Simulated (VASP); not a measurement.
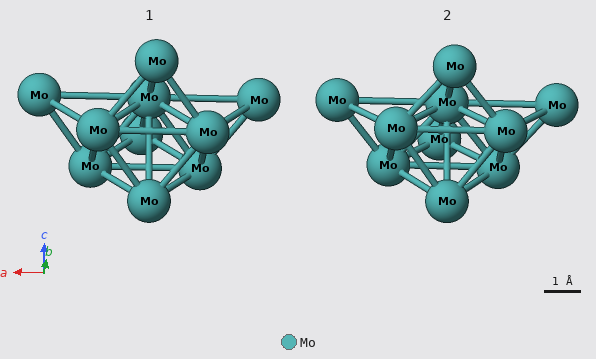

Two geometries of a slab of composition Mo, drawn at one scale. One is the start of a relaxation, the other its converged end. Style: ball-and-stick. Shown: the atoms within 4.2 Å of the atom that moves most (axes of the 3 × 3 repeat of the cell, outlined in the plane, without the vacuum), from a free direction.

Method: VASP 6.6.1, Kohn-Sham DFT of a periodic cell, LDA, VASP PAW LDA potentials, recommended. Set-up: plane-wave cutoff 520 eV; k-point mesh 12 × 12 × 1; occupations methfessel-paxton; smearing width 0.1 eV; no spin polarisation.

Q: Which one is relaxed?

A: Structure 2 is the relaxed one. The run lets the atoms move in a fixed cell. The largest moves, 0.16 Å, are those of Mo atoms. The lattice vectors keep their values. Near-neighbour distances that change, for instance: Mo–Mo 3.115 → 2.965 Å, Mo–Mo 2.698 → 2.589 Å, Mo–Mo 2.698 → 2.725 Å. Over 12 geometry steps the energy falls by 0.307 eV per cell of the calculation. Largest force component: 1.5 eV/Å at the start, 0.0046 eV/Å at the end.
